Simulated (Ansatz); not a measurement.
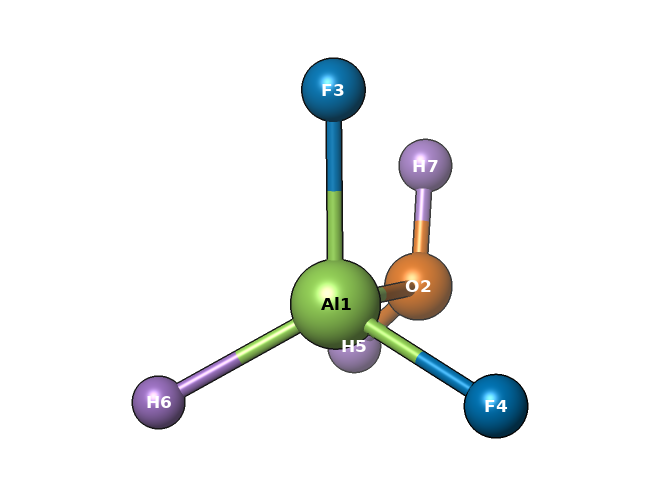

O2 lies behind Al1. The molecule seen a little off the Al1–O2 bond, Al1 in front. Distant atoms are faded towards the background colour. Computed geometry: PBE0-D4/def2-TZVP optimisation.

What is the torsion angle F3–Al1–O2–H5? The sign is positive where the front bond must turn clockwise to cover the back bond.

−127°, anticlinal.
